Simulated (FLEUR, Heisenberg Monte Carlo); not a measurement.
**Exchange couplings of NiO with FLEUR**

Wanted: exchange couplings for NiO, with the cost of each step.

Program: FLEUR MaX-R8.1. Level of theory: LDA (VWN) with U = 6.9 eV, J = 0.9 eV on Ni d; all-electron FLAPW, Dirac cores, scalar-relativistic bands. Results are calculated unless marked as measured.

Experimental background.

“On the Elastic Anisotropy of the Entropy-Stabilized Oxide (Mg, Co, Ni, Cu, Zn)O” (2020, arxiv:2004.06613) quotes from earlier work for NiO, rock salt (literature value): ordering temperature (Neel temperature) 525 K [literature value quoted in the paper's theory part].

## (1) The starting structure

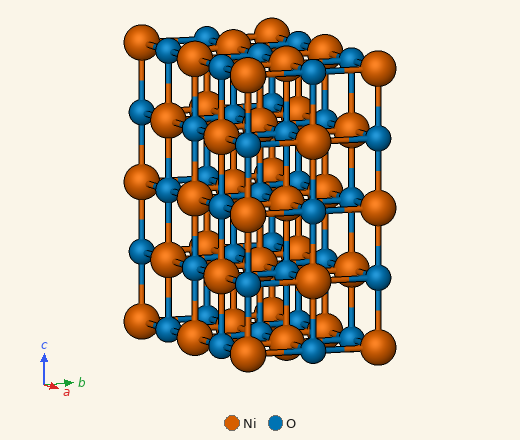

The cell as given, slightly off an axis (nickel orange, oxygen blue). 2×1×2 cells are drawn. This picture shows the conventional cell, with its axes. Some periodic images of atoms are drawn too.

Structure file:

```xyz
2
Lattice="0.0000 2.0859 2.0859 2.0859 0.0000 2.0859 2.0859 2.0859 0.0000" Properties=species:S:1:pos:R:3 pbc="T T T"
Ni    0.0000    0.0000    0.0000
O     2.0859    2.0859    2.0859
```

## (2) Reference state

The force theorems are single passes in this state's potential, so it has to be converged first. The U counters the self-interaction that shrinks the moments of a localised shell.

No symmetry is used, so that later steps may turn the spins freely; k and −k are joined. inpgen writes inp.xml from crystal.txt; cutoffs, mixing, functional, smearing and local orbitals are then set in the file. The k list scf (kpts.xml, not shown) is a Γ-centred 8×8×8 mesh; where the ranks do not divide the number of points, some are split in two of half the weight.

inp.xml

```
<?xml version="1.0" encoding="UTF-8" standalone="no"?>
<fleurInput fleurInputVersion="0.39">
   <comment>
      NiO
   </comment>
   <calculationSetup>
      <cutoffs Kmax="4.32" Gmax="13.0" GmaxXC="13.0" numbands="0"/>
      <scfLoop itmax="130" minDistance="0.0001" maxIterBroyd="15" imix="Anderson" alpha="0.05" precondParam="0.0" spinf="2.0" sdNocoIR="T"/>
      <coreElectrons ctail="F" frcor="F" kcrel="0" coretail_lmax="0"/>
      <xcFunctional name="vwn" relativisticCorrections="F"/>
      <magnetism jspins="2" l_noco="F" l_ss="F">
         <qss>0.0 0.0 0.0</qss>
         <mtNocoParams l_mperp="F" l_mtNocoPot="F" l_relaxSQA="F" mag_mixing_scheme="0" mix_RelaxWeightOffD="1.0" l_constrained="F" mix_constr="1.0"/>
         <sourceFreeMag l_sourceFree="F" l_scaleMag="F" mag_scale="1.0"/>
      </magnetism>
      <soc l_soc="F" theta="0.0" phi="0.0" spav="F"/>
      <expertModes spex="0" secvar="F"/>
      <geometryOptimization l_f="F" forcealpha="1.0" forcemix="BFGS" epsdisp="0.00001" epsforce="0.00001"/>
      <ldaU l_linMix="F" mixParam="0.05" spinf="1.0"/>
   </calculationSetup>
   <cell>
      <bzIntegration valenceElectrons="24.0" mode="hist" fermiSmearingEnergy="0.00110248">
         <kPointListSelection listName="scf"/>
         <xi:include xmlns:xi="http://www.w3.org/2001/XInclude" href="kpts.xml"> </xi:include>
      </bzIntegration>
      <xi:include xmlns:xi="http://www.w3.org/2001/XInclude" href="sym.xml"> </xi:include>
      <bulkLattice scale="1.0">
         <bravaisMatrix>
            <row-1>    0.0000000000000000     3.9417828250996005     3.9417828250996005</row-1>
            <row-2>    3.9417828250996005     0.0000000000000000     3.9417828250996005</row-2>
            <row-3>    3.9417828250996005     3.9417828250996005     0.0000000000000000</row-3>
         </bravaisMatrix>
      </bulkLattice>
   </cell>
   <atomSpecies>
      <species name="Nickel (Ni2.000" element="Ni" atomicNumber="28">
         <mtSphere radius="2.46" gridPoints="813" logIncrement="0.015"/>
         <atomicCutoffs lmax="10" lnonsphr="8"/>
         <electronConfig flipSpins="F">
            <coreConfig>(1s1/2) (2s1/2) (2p1/2) (2p3/2)</coreConfig>
            <valenceConfig>(3s1/2) (3p1/2) (3p3/2) (4s1/2) (3d3/2) (3d5/2)</valenceConfig>
            <stateOccupation state="(3d3/2)" spinUp="2.0" spinDown="1.2"/>
            <stateOccupation state="(3d5/2)" spinUp="3.0" spinDown="1.8"/>
         </electronConfig>
         <energyParameters s="4" p="4" d="3" f="4"/>
         <ldaU l="2" U="6.9" J="0.9" l_amf="F"/>
         <lo type="SCLO" l="0" n="3" eDeriv="0"/>
         <lo type="SCLO" l="1" n="3" eDeriv="0"/>
      </species>
      <species name="Oxygen (O)" element="O" atomicNumber="8">
         <mtSphere radius="1.39" gridPoints="461" logIncrement="0.023"/>
         <atomicCutoffs lmax="6" lnonsphr="4"/>
         <electronConfig flipSpins="F">
            <coreConfig>(1s1/2)</coreConfig>
            <valenceConfig>(2s1/2) (2p1/2) (2p3/2)</valenceConfig>
            <stateOccupation state="(2p1/2)" spinUp="0.666667" spinDown="0.666667"/>
            <stateOccupation state="(2p3/2)" spinUp="1.333333" spinDown="1.333333"/>
         </electronConfig>
         <energyParameters s="2" p="2" d="3" f="4"/>
      </species>
   </atomSpecies>
   <atomGroups>
      <atomGroup species="Nickel (Ni2.000">
         <relPos label="                   1">.0000000000 .0000000000 .0000000000</relPos>
         <force calculate="T" relaxXYZ="TTT"/>
         <nocoParams  alpha="0.0" beta="0.0"/>
      </atomGroup>
      <atomGroup species="Oxygen (O)">
         <relPos label="                   2">1.000/2.000 1.000/2.000 1.000/2.000</relPos>
         <force calculate="T" relaxXYZ="TTT"/>
         <nocoParams  alpha="0.0" beta="0.0"/>
      </atomGroup>
   </atomGroups>
   <output dos="F" band="F" slice="F">
      <bandDOS minEnergy="-.5*Htr" maxEnergy="0.5*Htr" sigma="0.015" storeEVData="T"/>
      <plotting iplot="0" polar="F">
         <plot TwoD="T" vec1="  1.0  0.0  0.0" vec2="  0.0  1.0  0.0" vec3="  0.0  0.0  1.0" zero="  0.0  0.0  0.0" file="plot"/>
      </plotting>
      <moessbauerParams electricFieldGradient="F" isomerShift="F" coreHyperfine="F" valenceHyperfine="F"/>
   </output>
</fleurInput>
```

crystal.txt

```
NiO
&input film=F cartesian=F /
0.00000000000  2.08590164140  2.08590164140
2.08590164140  0.00000000000  2.08590164140
2.08590164140  2.08590164140  0.00000000000
1.8897261246
1.0 1.0 1.0

2
28 0.00000000000  0.00000000000  0.00000000000 : 2.000
8 0.50000000000  0.50000000000  0.50000000000

&kpt div1=8 div2=8 div3=8 gamma=T /
```

On the command line:

```console
$ OMP_NUM_THREADS=1 inpgen -f crystal.txt -nosym -noco > inpgen.log  # inp.xml is then edited as shown
$ OMP_NUM_THREADS=1 mpirun -n 2 fleur_MPI > fleur.log
```

Log:

```text
Welcome to FLEUR        (www.flapw.de)
      MaX-Release 8.1          (www.max-centre.eu)

 ========== k-point set info ==========
 Selected k-point list: scf
 k-point list type: mesh
 0 x 0 x 0
 Number of k points: 260

 ------------Calculation Setup---------------------------
 Number of MPI-tasks      :            2
 Number of PE/node        :            2
 Number of OMP-threads    :            1
 k-points in parallel     :            2
 pe's per k-point         :            1
 No of k-point loops      :          130
 Eigenvalue solver        :       lapack
 Number of basis functions:          188
 Approximate size of matrices (H+S) per k-point:         0.001 GB
 --------------------------------------------------------
 no density matrix found ... skipping LDA+U
 Complex matrix made real
 Complex matrix made real
 Reset of history
 Iteration:     1   Distance:      29.71712929 me/bohr^3
 Iteration:     2   Distance:      38.98167819 me/bohr^3
 Iteration:     3   Distance:      36.25411984 me/bohr^3
 Iteration:     4   Distance:      20.36841553 me/bohr^3
 Iteration:     5   Distance:      12.09165455 me/bohr^3
 Iteration:     6   Distance:       8.88913949 me/bohr^3
 Iteration:     7   Distance:       1.67970248 me/bohr^3
 Iteration:     8   Distance:       1.08199678 me/bohr^3
 Iteration:     9   Distance:       0.22694201 me/bohr^3
 Iteration:    10   Distance:       0.24759107 me/bohr^3
 Iteration:    11   Distance:       0.06334266 me/bohr^3
 Iteration:    12   Distance:       0.06314811 me/bohr^3
 Iteration:    13   Distance:       0.00748392 me/bohr^3
 Iteration:    14   Distance:       0.00372216 me/bohr^3
 Iteration:    15   Distance:       0.00215648 me/bohr^3
 Iteration:    16   Distance:       0.00018242 me/bohr^3
 Iteration:    17   Distance:       0.00014642 me/bohr^3
 Iteration:    18   Distance:       0.00006073 me/bohr^3

 ********************************************************************
 Run finished successfully
 Stop message:
   all done
 ********************************************************************

--- out.xml (last complete iteration) ---
<iteration numberForCurrentRun="   18" overallNumber="   18">
         [... left out ...]
         <bandgap value="2.1957331771" units="eV"/>
         <sumValenceSingleParticleEnergies value="-18.0891790955" units="Htr"/>
         <FermiEnergy value="0.2750828035" units="Htr"/>
         <valenceDensity>
            <mtCharges spin="1">
               <mtCharge atomType="1" total="9.5627050" s="1.2057744" p="3.2617018" d="5.0120712" f="0.0580876"/>
               <mtCharge atomType="2" total="2.3097160" s="0.6897440" p="1.6158022" d="0.0036001" f="0.0004743"/>
            </mtCharges>
            <mtCharges spin="2">
               <mtCharge atomType="1" total="7.7890380" s="1.1935968" p="3.2466334" d="3.2719868" f="0.0544916"/>
               <mtCharge atomType="2" total="2.1218451" s="0.6693497" p="1.4501054" d="0.0019877" f="0.0003357"/>
            </mtCharges>
            <spinDependentCharge spin="1" total="13.0000000" interstitial="1.1275791" mtSpheres="11.8724209"/>
            <spinDependentCharge spin="2" total="11.0000000" interstitial="1.0891168" mtSpheres="9.9108832"/>
            <totalCharge value="24.0000000000"/>
         </valenceDensity>
         [... left out ...]
         <allElectronCharges>
            <spinDependentCharge spin="1" total="19.0000000" interstitial="1.1275798" mtSpheres="17.8724202"/>
            <spinDependentCharge spin="2" total="17.0000000" interstitial="1.0891176" mtSpheres="15.9108824"/>
            <totalCharge value="36.0000000004"/>
         </allElectronCharges>
         <magneticMomentsInMTSpheres units="muBohr">
            <globalMagMoment atomType="1" vec="0.00000   0.00000   1.77367"/>
            <localMagMoment atomType="1" vec="0.00000   0.00000   1.77367"/>
            <globalMagMoment atomType="2" vec="0.00000   0.00000   0.18787"/>
            <localMagMoment atomType="2" vec="0.00000   0.00000   0.18787"/>
         </magneticMomentsInMTSpheres>
         <moessbauerParams unitsHFF="kG" unitsIS="e/bohr^3" unitsEFG="Htr/bohr^2">
         </moessbauerParams>
         <totalEnergy value="    -1593.1273286112" units="Htr">
            <sumOfEigenvalues value="     -908.7723768809">
               <coreElectrons value="-890.6831977855"/>
               <valenceElectrons value="-18.0891790955"/>
            </sumOfEigenvalues>
            <densityCoulombPotentialIntegral value="-2432.6143290633"/>
            <densityEffectivePotentialIntegral value="-2524.1902600849"/>
            <chargeDenXCDenIntegral value="-69.2064543303"/>
            <FockExchangeEnergyValence value="0.0000000000"/>
            <FockExchangeEnergyCore value="0.0000000000"/>
            <atomTypeDependentContributions atomType="1">
               <electronNucleiInteractionDifferentMTs value="1824.3590585714"/>
               <MadelungTerm value="-8.5129402917"/>
            </atomTypeDependentContributions>
            <atomTypeDependentContributions atomType="2">
               <electronNucleiInteractionDifferentMTs value="85.7908544539"/>
               <MadelungTerm value="-5.2583461396"/>
            </atomTypeDependentContributions>
            <dftUCorrection value="-0.8896065034"/>
            <tkbTimesEntropy value="0.0000000000"/>
            <freeEnergy value="-1593.1273286112"/>
            <extrapolationTo0K value="-1593.1273286112"/>
         </totalEnergy>
         <ldaUDensityMatrix>
            <densityMatrixFor spin="1" atomType="1" uIndex="1" l="2" U="6.90000000" J="0.90000000">
               (+1.00755,+0.00000) (+0.00000,+0.00000) (+0.00000,+0.00000) (+0.00000,+0.00000) (+0.02568,+0.00000)
               (+0.00000,+0.00000) (+0.98187,+0.00000) (+0.00000,+0.00000) (+0.00000,+0.00000) (+0.00000,+0.00000)
               (+0.00000,+0.00000) (+0.00000,+0.00000) (+1.03323,+0.00000) (+0.00000,+0.00000) (+0.00000,+0.00000)
               (+0.00000,+0.00000) (+0.00000,+0.00000) (+0.00000,+0.00000) (+0.98187,+0.00000) (+0.00000,+0.00000)
               (+0.02568,+0.00000) (+0.00000,+0.00000) (+0.00000,+0.00000) (+0.00000,+0.00000) (+1.00755,+0.00000)
            </densityMatrixFor>
            <densityMatrixFor spin="2" atomType="1" uIndex="1" l="2" U="6.90000000" J="0.90000000">
               (+0.57347,+0.00000) (+0.00000,+0.00000) (+0.00000,+0.00000) (+0.00000,+0.00000) (-0.40465,+0.00000)
               (+0.00000,+0.00000) (+0.97812,+0.00000) (+0.00000,+0.00000) (+0.00000,+0.00000) (+0.00000,+0.00000)
               (+0.00000,+0.00000) (+0.00000,+0.00000) (+0.16882,+0.00000) (+0.00000,+0.00000) (+0.00000,+0.00000)
               (+0.00000,+0.00000) (+0.00000,+0.00000) (+0.00000,+0.00000) (+0.97812,+0.00000) (+0.00000,+0.00000)
               (-0.40465,+0.00000) (+0.00000,+0.00000) (+0.00000,+0.00000) (+0.00000,+0.00000) (+0.57347,+0.00000)
            </densityMatrixFor>
         </ldaUDensityMatrix>
         <ldaUDensityMatrixConvergence>
            <distance spin="1" distance="0.000000"/>
            <distance spin="2" distance="0.000002"/>
         </ldaUDensityMatrixConvergence>
         <densityConvergence units="me/bohr^3">
            <chargeDensity spin="1" distance="0.0000511395"/>
            <chargeDensity spin="2" distance="0.0000208296"/>
            <overallChargeDensity distance="0.0000607316"/>
            <spinDensity distance="0.0000490908"/>
         </densityConvergence>
      </iteration>
```

The job ended after 95 s (2 MPI ranks of AMD EPYC 9R45, shared host; peak memory 0.37 GiB; 3 min of CPU time).

Spin moment in the muffin-tin sphere by atom:

```csv
atom,spin moment in the muffin-tin sphere (μB)
Ni1,1.77
O2,0.19
```

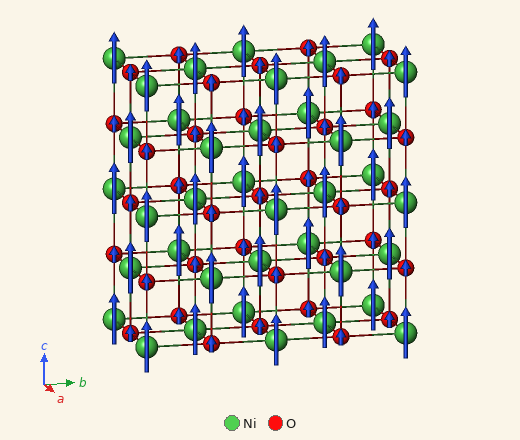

Spin moment in the muffin-tin sphere as arrows, the longest 1.77 μB. Up and down stand for the sign. Arrows give size and sign along the axis of quantisation, drawn up and down the page. Each arrow also spans its atom, so small moments look longer than they are. 1×2×2 conventional cells are drawn. Some periodic images of atoms are drawn too.

This step gave:

| Item | Value |
| --- | --- |
| free energy | -43351.2031 eV |
| program's band gap on this mesh (in a metal only a level spacing) | 2.196 eV |
| magnetization | 2 μB |
| final state | ferromagnetic |

After 18 cycles the largest moment stands at 1.77 μB.

## (3) Cone spirals

A narrow cone is a small rotation, for which the force theorem holds; spirals of any q fit in this cell.

All spins tilt by 20° and precess with wavevector q. The points are the irreducible ones of a 4×4×4 mesh. The k list spirals (kpts.xml, not shown) is a Γ-centred 8×8×8 mesh.

inp.xml: that of step 2 with these lines changed.

```diff
@@ -7,6 +7,6 @@
       <cutoffs Kmax="4.32" Gmax="13.0" GmaxXC="13.0" numbands="0"/>
-      <scfLoop itmax="130" minDistance="0.0001" maxIterBroyd="15" imix="Anderson" alpha="0.05" precondParam="0.0" spinf="2.0" sdNocoIR="T"/>
+      <scfLoop itmax="1" minDistance="0.0001" maxIterBroyd="15" imix="Anderson" alpha="0.05" precondParam="0.0" spinf="2.0" sdNocoIR="T"/>
       <coreElectrons ctail="F" frcor="F" kcrel="0" coretail_lmax="0"/>
       <xcFunctional name="vwn" relativisticCorrections="F"/>
-      <magnetism jspins="2" l_noco="F" l_ss="F">
+      <magnetism jspins="2" l_noco="T" l_ss="T">
          <qss>0.0 0.0 0.0</qss>
@@ -22,3 +22,3 @@
       <bzIntegration valenceElectrons="24.0" mode="hist" fermiSmearingEnergy="0.00110248">
-         <kPointListSelection listName="scf"/>
+         <kPointListSelection listName="spirals"/>
          <xi:include xmlns:xi="http://www.w3.org/2001/XInclude" href="kpts.xml"> </xi:include>
@@ -65,3 +65,3 @@
          <force calculate="T" relaxXYZ="TTT"/>
-         <nocoParams  alpha="0.0" beta="0.0"/>
+         <nocoParams  alpha="0.0" beta="0.3490659"/>
       </atomGroup>
@@ -70,3 +70,3 @@
          <force calculate="T" relaxXYZ="TTT"/>
-         <nocoParams  alpha="0.0" beta="0.0"/>
+         <nocoParams  alpha="0.0" beta="0.3490659"/>
       </atomGroup>
@@ -80,2 +80,14 @@
    </output>
+   <forceTheorem>
+      <spinSpiralDispersion>
+         <q>0.00000000 0.00000000 0.00000000</q>
+         <q>0.00000000 0.00000000 0.25000000</q>
+         <q>0.00000000 0.00000000 0.50000000</q>
+         <q>0.00000000 0.25000000 0.25000000</q>
+         <q>0.00000000 0.25000000 0.50000000</q>
+         <q>0.00000000 0.25000000 -0.25000000</q>
+         <q>0.00000000 0.50000000 0.50000000</q>
+         <q>0.25000000 0.50000000 -0.25000000</q>
+      </spinSpiralDispersion>
+   </forceTheorem>
 </fleurInput>
```

On the command line:

```console
$ OMP_NUM_THREADS=1 mpirun -n 2 fleur_MPI -warn_only > fleur.log
```

Log:

```text
[banner, memory and clock lines left out]
Welcome to FLEUR        (www.flapw.de)
      MaX-Release 8.1          (www.max-centre.eu)
 qss = 0 ; not a spin-spiral!

 ========== k-point set info ==========
 Selected k-point list: spirals
 k-point list type: mesh
 0 x 0 x 0
 Number of k points: 512

 [... set-up left out ...]
 ********************************************************************
 Run finished successfully
 Stop message:
   Forcetheorem:SpinSpiralDispersion
 ********************************************************************

--- out.xml (force theorem) ---
<Forcetheorem_SSDISP qvectors="8" units="Htr">
            <Entry q="1" ev-sum="-18.0891769"/>
            <Entry q="2" ev-sum="-18.0893798"/>
            <Entry q="3" ev-sum="-18.0895132"/>
            <Entry q="4" ev-sum="-18.0892957"/>
            <Entry q="5" ev-sum="-18.0893030"/>
            <Entry q="6" ev-sum="-18.0894077"/>
            <Entry q="7" ev-sum="-18.0890729"/>
            <Entry q="8" ev-sum="-18.0891965"/>
         </Forcetheorem_SSDISP>
```

Run time: 2 min. Hardware: 2 MPI ranks; peak memory 0.4 GiB; 4 min of CPU time.

Spiral energies, by row:

| q1 | q2 | q3 | band energy less that at q = 0 (meV a cell) |
| --- | --- | --- | --- |
| 0 | 0 | 0 | 0 |
| 0 | 0 | 0.25 | -5.521 |
| 0 | 0 | 0.5 | -9.151 |
| 0 | 0.25 | 0.25 | -3.233 |
| 0 | 0.25 | 0.5 | -3.431 |
| 0 | 0.25 | -0.25 | -6.28 |
| 0 | 0.5 | 0.5 | 2.83 |
| 0.25 | 0.5 | -0.25 | -0.5333 |

## (4) J_ij by Fourier transform

Energy differences over sin² of the cone give J(q); symmetry fills the mesh, and a Fourier sum gives the pairs.

Table of the J, nearest shells first. Convention: E = -sum over ordered pairs of J e_i.e_j, unit vectors; induced moments turn with the spiral.

| from | to | distance (Å) | count | J (meV) |
| --- | --- | --- | --- | --- |
| Ni1 | Ni | 2.95 | 12 | 2.22 |
| Ni1 | Ni | 4.17 | 6 | -8.37 |
| Ni1 | Ni | 5.11 | 24 | -0.343 |

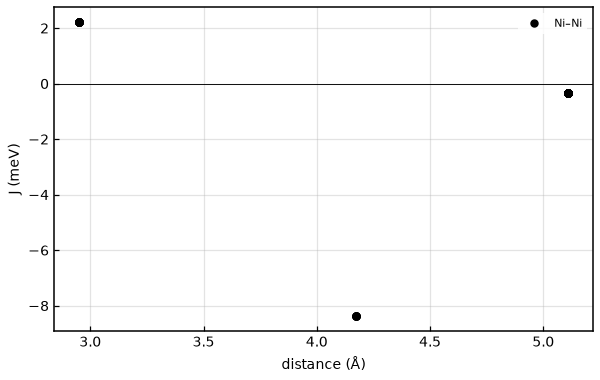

The J against distance.

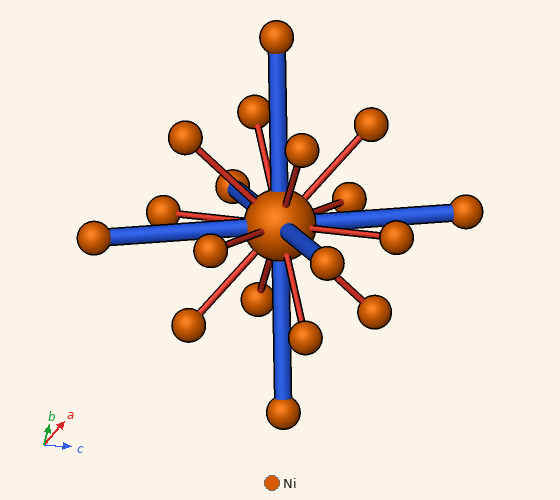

Couplings from atom Ni1 (the large sphere): red positive, blue negative, thicker for larger size. Couplings under 12 % of the largest, and all beyond 4.17 Å, are left out.

Pairs that symmetry makes alike are averaged. Farther pairs are folded with their periodic images: they enter the temperatures but not the table.

Derived from these couplings:

| Property | Result |
| --- | --- |
| distance up to which pairs are told from their periodic images | 5.900 Å |
| largest imaginary part left by the Fourier sum | 3.77e-15 meV |
| wavevector of the mean-field order | 0, 0, 0.5 reciprocal lattice |
| energy of the cheapest spiral on the q mesh, over sin² of its cone, a magnetic atom | -78.23 meV |
| its wavevector | 0, 0, 0.5 reciprocal lattice |
| ordering temperature, mean field | 344.2 K |

## (5) Monte Carlo

Classical unit spins on 8×8×8 cells (512 spins), 62 couplings a spin. Heat-bath moves, cooled from random spins, 300 sweeps to settle and 800 measured at each temperature, averaged over 2 runs.

The job ended after 8.2 s (2 threads).

```csv
T (K),net moment,heat capacity (k_B a spin)
51.6,0.01,0.92
68.8,0.01,1.02
86.0,0.01,1.08
103,0.01,1.03
120,0.02,1.39
138,0.02,1.18
155,0.02,1.27
172,0.02,1.33
189,0.02,1.58
207,0.02,1.88
224,0.02,1.89
241,0.03,1.57
258,0.03,1.16
275,0.03,0.94
293,0.03,0.66
310,0.03,0.52
327,0.03,0.38
344,0.03,0.39
361,0.03,0.34
```

The cooled spins do not end in the run's own pattern, so only the heat capacity marks where order grows.

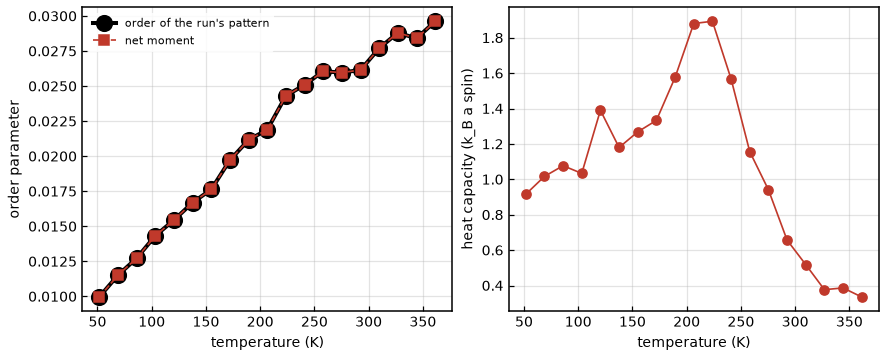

Order parameter and heat capacity against temperature.

(Continued in part 2 of 2.)

[Logs and program files are shortened in this print: banners, set-up blocks, solver, clock and traceback lines can be left out without a mark of their own.]

[Logs are printed without paths, hosts, clocks, repeated set-up lines and the standing remarks that a program may print on its own settings, such as how far it seeks lower states.]

[Hosts, paths, dates, database ids (printed as entryN), source tags and the programs' standing remarks are cut or masked in the printed files.]

[Where a cell is said to come from a database of computed structures, the database is the Materials Project.]
